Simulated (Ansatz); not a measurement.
# BHO2 (oxoborinic acid): a chain of runs

We compute energy and gradient (singlet BHO2, CCSD/cc-pVDZ), then energy and forces (doublet [BHO2]+, UCCSD/cc-pVDZ), then energy and gradient (singlet BHO2, CCSD/cc-pVTZ), then energy and gradient (doublet [BHO2]+, UCCSD/cc-pVTZ) of BHO2 and its partners. 

Program for the calculation: Ansatz 0.2.0.

## Step 1: The system as given

BHO2 has 4 atoms, charge 0, and is taken as a singlet. As SMILES, `O=BO`. The coordinates come from a PBE0-D4/def2-TZVP relaxation.

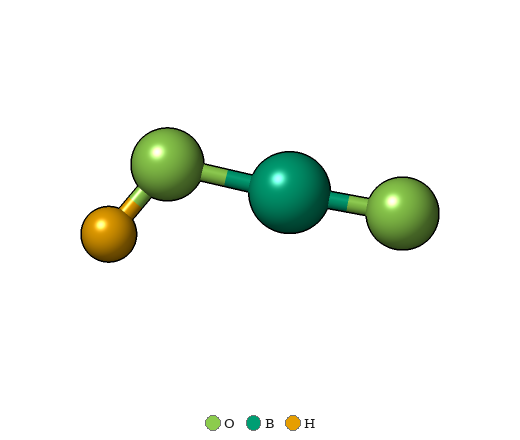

Viewed from a chosen angle; oxygen green, boron teal, hydrogen amber.

## Step 2: Energy and forces at CCSD/cc-pVDZ (run 1)

Contents of run.yaml:

```yaml
crystal:
  periodic: [false, false, false]
  atoms:
    - {symbol: O, position_ang: [-1.555100, 0.523500, 0.428500]}
    - {symbol: B, position_ang: [-0.423900, 0.132000, 0.248600]}
    - {symbol: O, position_ang: [0.816700, -0.302000, 0.108600]}
    - {symbol: H, position_ang: [1.162300, -0.353500, -0.785700]}
basis:
  gaussian:
    orbitals: cc-pVDZ
correlation:
  method: ccsd
scf:
  omitted_lower_state_checks: [cluster_reference]
output: {forces: true, orbitals: {seedname: orbitals}}
```

Run with:

```
$ ansatz run run.yaml --threads 1 --pin off --max-ram 2610MiB --events-out events.jsonl --progress --plain --runs-dir runs
```

The log of the run, cut to the lines that bear on the results:

```text
Warning: RAYON_NUM_THREADS=1 ignored (pool sized by the plan → 1); use --threads N
Functional definition: HF
  name "HF"
[...]
431 factors; integrals over basis functions are off by at most 1.2e-3 eV
[...]
mean field -4764.53663083 eV, -175.0934916639 hartree, gradient 1.4e-6 eV, S^2 0.000000; 0 other end points of the search recorded, 0 dependent functions left out
3 core orbitals not correlated: weight in the atoms' cores, before any rotation towards them, 1.000 or more for the frozen orbitals, at most 0.000 for the correlated occupied ones
reference -4764.53663083 eV, -175.0934916639 hartree; 8, 8 occupied and 36, 36 virtual orbitals, 431 factors
second order -12.12190498 eV of doubles, -0.00000000 eV of singles
cycle   1  -11.88444299 eV  change    2.4e-1 eV  update   9.8e-2
[...]
cycle  10  -12.28550545 eV  change   -4.6e-7 eV  update   4.3e-6
[...]
Total energy: -4776.82213627 eV, -175.5449756617 hartree
Atom 0 at    -1.555100     0.523500     0.428500 Å, force    -0.688325     0.237909     0.113042 eV/Å
Atom 1 at    -0.423900     0.132000     0.248600 Å, force     0.033054     0.002503    -0.176589 eV/Å
Atom 2 at     0.816700    -0.302000     0.108600 Å, force     0.763430    -0.295628     0.265528 eV/Å
Atom 3 at     1.162300    -0.353500    -0.785700 Å, force    -0.108159     0.055216    -0.201981 eV/Å
Dipole moment:     0.608083    -0.184346    -0.418450 e Å
Checks for a lower state left out: cluster_reference
```

It took 1.4 s on 1 thread of Intel Xeon Platinum 8375C at 2.90GHz (Ice Lake), shared host; peak memory 0.12 GiB.

## Step 3: The doublet cation: energy and gradient at UCCSD/cc-pVDZ (run 2)

Contents of job.yaml:

```yaml
crystal:
  periodic: [false, false, false]
  atoms:
    - symbol: O
      position_ang: [-1.555100, 0.523500, 0.428500]
    - symbol: B
      position_ang: [-0.423900, 0.132000, 0.248600]
    - symbol: O
      position_ang: [0.816700, -0.302000, 0.108600]
    - symbol: H
      position_ang: [1.162300, -0.353500, -0.785700]
basis:
  gaussian: {orbitals: cc-pVDZ}
total_charge: 1
magnetization: {spin_polarized: true, initial_magnetization: 1}
correlation: {method: ccsd}
scf: {omitted_lower_state_checks: [cluster_reference]}
output: {forces: true}
```

Run with:

```
$ ansatz run job.yaml --threads 1 --pin off --max-ram 2610MiB --events-out events.jsonl --progress --plain --runs-dir runs
```

The log of the run, cut to the lines that bear on the results:

```text
Warning: RAYON_NUM_THREADS=1 ignored (pool sized by the plan → 1); use --threads N
[... 2 set-up lines as earlier in the session ...]
[...]
431 factors; integrals over basis functions are off by at most 1.2e-3 eV
[...]
mean field -4753.85488226 eV, -174.7009446446 hartree, gradient 4.2e-6 eV, S^2 0.759737; 7 other end points of the search recorded, 0 dependent functions left out
3 core orbitals not correlated: weight in the atoms' cores, before any rotation towards them, 1.000 or more for the frozen orbitals, at most 0.000 for the correlated occupied ones
reference -4753.85488226 eV, -174.7009446446 hartree; 8, 7 occupied and 36, 37 virtual orbitals, 431 factors
second order -10.44502026 eV of doubles, -0.00000000 eV of singles
cycle   1  -10.59951894 eV  change   -1.5e-1 eV  update   9.5e-2
[...]
cycle  17  -11.03252676 eV  change   -8.2e-8 eV  update   9.0e-8
[...]
Total energy: -4764.88740902 eV, -175.1063825247 hartree
Atom 0 at    -1.555100     0.523500     0.428500 Å, force    -6.501348     2.243164     1.118860 eV/Å
Atom 1 at    -0.423900     0.132000     0.248600 Å, force     8.689994    -3.012513    -1.320185 eV/Å
Atom 2 at     0.816700    -0.302000     0.108600 Å, force    -2.769866     0.891816     1.263464 eV/Å
Atom 3 at     1.162300    -0.353500    -0.785700 Å, force     0.581220    -0.122467    -1.062140 eV/Å
Dipole moment:     0.245457    -0.057724    -0.374612 e Å
Checks for a lower state left out: cluster_reference
```

It took 8.4 s on 1 thread of Intel Xeon Platinum 8375C at 2.90GHz (Ice Lake), shared host; peak memory 0.17 GiB.

## Step 4: Energy and forces at CCSD/cc-pVTZ (run 3)

Contents of molecule.yaml:

```yaml
basis:
  gaussian:
    orbitals: cc-pVTZ
crystal:
  periodic: [false, false, false]
  atoms:
    - {symbol: O, position_ang: [-1.555100, 0.523500, 0.428500]}
    - {symbol: B, position_ang: [-0.423900, 0.132000, 0.248600]}
    - {symbol: O, position_ang: [0.816700, -0.302000, 0.108600]}
    - {symbol: H, position_ang: [1.162300, -0.353500, -0.785700]}
correlation:
  method: ccsd
scf:
  omitted_lower_state_checks: [cluster_reference]
output: {forces: true, orbitals: {seedname: orbitals}}
```

Run with:

```
$ ansatz run molecule.yaml --threads 1 --pin off --max-ram 2610MiB --events-out events.jsonl --progress --plain --runs-dir runs
```

The log of the run, cut to the lines that bear on the results:

```text
Warning: RAYON_NUM_THREADS=1 ignored (pool sized by the plan → 1); use --threads N
[... 2 set-up lines as earlier in the session ...]
[...]
636 factors; integrals over basis functions are off by at most 9.2e-4 eV
[...]
mean field -4766.15154896 eV, -175.1528388108 hartree, gradient 2.0e-6 eV, S^2 0.000000; 0 other end points of the search recorded, 0 dependent functions left out
3 core orbitals not correlated: weight in the atoms' cores, before any rotation towards them, 1.000 or more for the frozen orbitals, at most 0.000 for the correlated occupied ones
reference -4766.15154896 eV, -175.1528388108 hartree; 8, 8 occupied and 93, 93 virtual orbitals, 636 factors
second order -15.25126007 eV of doubles, -0.00000000 eV of singles
cycle   1  -14.79553800 eV  change    4.6e-1 eV  update   9.6e-2
[...]
cycle  10  -15.24634655 eV  change   -5.4e-7 eV  update   5.5e-6
[...]
Total energy: -4781.39789551 eV, -175.7131317121 hartree
Atom 0 at    -1.555100     0.523500     0.428500 Å, force    -0.274479     0.094110     0.054265 eV/Å
Atom 1 at    -0.423900     0.132000     0.248600 Å, force    -0.064356     0.028732    -0.068832 eV/Å
Atom 2 at     0.816700    -0.302000     0.108600 Å, force     0.455361    -0.152766    -0.132148 eV/Å
Atom 3 at     1.162300    -0.353500    -0.785700 Å, force    -0.116526     0.029925     0.146716 eV/Å
Dipole moment:     0.640968    -0.196452    -0.414741 e Å
Checks for a lower state left out: cluster_reference
```

It took 12 s on 1 thread of Intel Xeon Platinum 8375C at 2.90GHz (Ice Lake), shared host; peak memory 0.48 GiB.

## Step 5: The doublet cation: energy and gradient at UCCSD/cc-pVTZ (run 4)

Contents of input.yaml:

```yaml
crystal:
  periodic: [false, false, false]
  atoms:
    - {symbol: O, position_ang: [-1.555100, 0.523500, 0.428500]}
    - {symbol: B, position_ang: [-0.423900, 0.132000, 0.248600]}
    - {symbol: O, position_ang: [0.816700, -0.302000, 0.108600]}
    - {symbol: H, position_ang: [1.162300, -0.353500, -0.785700]}
basis:
  gaussian:
    orbitals: cc-pVTZ
total_charge: 1
scf:
  omitted_lower_state_checks: [cluster_reference]
output: {forces: true}
magnetization:
  spin_polarized: true
  initial_magnetization: 1
correlation:
  method: ccsd
```

Run with:

```
$ ansatz run input.yaml --threads 1 --pin off --max-ram 2610MiB --events-out events.jsonl --progress --plain --runs-dir runs
```

The log of the run, cut to the lines that bear on the results:

```text
Warning: RAYON_NUM_THREADS=1 ignored (pool sized by the plan → 1); use --threads N
[... 2 set-up lines as earlier in the session ...]
[...]
636 factors; integrals over basis functions are off by at most 9.2e-4 eV
[...]
mean field -4755.41886885 eV, -174.7584200915 hartree, gradient 2.1e-6 eV, S^2 0.759898; 7 other end points of the search recorded, 0 dependent functions left out
3 core orbitals not correlated: weight in the atoms' cores, before any rotation towards them, 1.000 or more for the frozen orbitals, at most 0.000 for the correlated occupied ones
reference -4755.41886885 eV, -174.7584200915 hartree; 8, 7 occupied and 93, 94 virtual orbitals, 636 factors
second order -13.24828233 eV of doubles, -0.00000000 eV of singles
cycle   1  -13.26993991 eV  change   -2.2e-2 eV  update   9.1e-2
[...]
cycle  18  -13.71321080 eV  change    1.2e-8 eV  update   4.2e-8
[...]
Total energy: -4769.13207965 eV, -175.2623712933 hartree
Atom 0 at    -1.555100     0.523500     0.428500 Å, force    -6.327488     2.182811     1.093460 eV/Å
Atom 1 at    -0.423900     0.132000     0.248600 Å, force     8.817718    -3.062541    -1.268711 eV/Å
Atom 2 at     0.816700    -0.302000     0.108600 Å, force    -3.008105     1.010863     0.850342 eV/Å
Atom 3 at     1.162300    -0.353500    -0.785700 Å, force     0.517875    -0.131134    -0.675092 eV/Å
Dipole moment:     0.227107    -0.052294    -0.360352 e Å
Checks for a lower state left out: cluster_reference
```

It took 71 s on 1 thread of Intel Xeon Platinum 8375C at 2.90GHz (Ice Lake), shared host; peak memory 1.1 GiB.

## Step 6: What came out

| quantity | value |
| --- | --- |
| run 1, CCSD/cc-pVDZ: total energy | -175.54498 Eh |
| run 1, CCSD/cc-pVDZ: dipole moment (correlated density) | 3.65 D |
| run 1, CCSD/cc-pVDZ: HOMO energy (Hartree–Fock orbitals) | -13.15 eV |
| run 1, CCSD/cc-pVDZ: LUMO energy (Hartree–Fock orbitals) | 3.61 eV |
| run 1, CCSD/cc-pVDZ: HOMO–LUMO gap (Hartree–Fock orbitals) | 16.76 eV |
| run 1, CCSD/cc-pVDZ: correlation energy (3 core orbitals frozen) | -451.5 mEh |
| run 1, CCSD/cc-pVDZ: T1 diagnostic | 0.017 |
| run 1, CCSD/cc-pVDZ: largest force on an atom | 0.861 eV/Å |
| doublet cation, run 2: total energy | -175.10638 Eh |
| doublet cation, run 2: correlation energy (3 core orbitals frozen) | -405.4 mEh |
| doublet cation, run 2: ⟨S²⟩ | 0.760 |
| doublet cation, run 2: T1 diagnostic | 0.036 |
| doublet cation, run 2: largest force on an atom | 9.292 eV/Å |
| run 3, CCSD/cc-pVTZ: total energy | -175.71313 Eh |
| run 3, CCSD/cc-pVTZ: dipole moment (correlated density) | 3.79 D |
| run 3, CCSD/cc-pVTZ: HOMO energy (Hartree–Fock orbitals) | -13.33 eV |
| run 3, CCSD/cc-pVTZ: LUMO energy (Hartree–Fock orbitals) | 2.63 eV |
| run 3, CCSD/cc-pVTZ: HOMO–LUMO gap (Hartree–Fock orbitals) | 15.97 eV |
| run 3, CCSD/cc-pVTZ: correlation energy (3 core orbitals frozen) | -560.3 mEh |
| run 3, CCSD/cc-pVTZ: T1 diagnostic | 0.016 |
| run 3, CCSD/cc-pVTZ: largest force on an atom | 0.498 eV/Å |
| doublet cation, run 4: total energy | -175.26237 Eh |
| doublet cation, run 4: correlation energy (3 core orbitals frozen) | -504.0 mEh |
| doublet cation, run 4: ⟨S²⟩ | 0.760 |
| doublet cation, run 4: T1 diagnostic | 0.032 |
| doublet cation, run 4: largest force on an atom | 9.420 eV/Å |
| vertical ionisation energy (to the doublet cation), CCSD/cc-pVDZ | 11.935 eV |
| vertical ionisation energy (to the doublet cation), CCSD/cc-pVTZ | 12.266 eV |

What this shows: At CCSD/cc-pVDZ: the vertical ionisation energy comes to 11.93 eV (1152 kJ/mol). The largest force (run 3, CCSD/cc-pVTZ) is 0.50 eV/Å: the shape isn't a stationary point for this species at this level. The largest force (run 1, CCSD/cc-pVDZ) is 0.86 eV/Å: the shape isn't a stationary point for this species at this level. At CCSD/cc-pVTZ: the vertical ionisation energy comes to 12.27 eV (1183 kJ/mol). Mulliken charges (run 1, CCSD/cc-pVDZ) run from -0.13 on O1 to +0.20 on H4; they depend strongly on the basis. Mulliken charges (doublet cation, run 2) run from +0.10 on O3 to +0.33 on B2.
